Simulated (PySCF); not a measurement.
Molecule: SMILES [GeH3][SiH2][Ge]([Cl])([Cl])[Cl] (H₅Cl₃Ge₂Si). Atoms near the plane z = 1.5 Å, at the PBE0/def2-SVP optimised geometry (x, y, z in Å): Ge1 (-0.7, -2.5, 1.6), Si2 (-1.6, -0.3, 1.8), Ge3 (-0.8, 1.0, 0.0), Cl4 (1.4, 1.0, 0.0), Cl5 (-1.4, 3.1, 0.0), H7 (-1.1, -3.1, 0.3), H8 (0.9, -2.4, 1.7), H9 (-1.2, -3.3, 2.8), H10 (-3.1, -0.3, 1.7), H11 (-1.2, 0.4, 3.1).

Method: PySCF 2.14.0 with PBE0/def2-TZVP. Cells within 0.4 Å of a nucleus heavier than hydrogen are left out (blank, or x). The values are rescaled to run from 0 to 1.

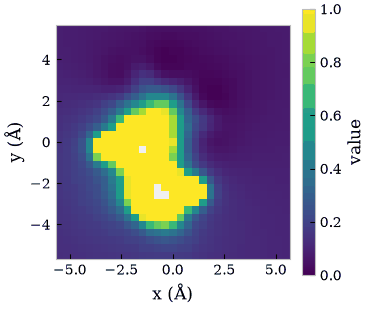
Figure: a field on the plane z = 1.5 Å.

Question: Which quantity is mapped?
(A) Laplacian of the electron density
(B) deformation density (molecule minus spherical neutral atoms)
(C) electron localisation function
(D) electrostatic potential

Answer: D, electrostatic potential. In full: electrostatic potential (hartree/e), clipped to [-0.08, 0.12].
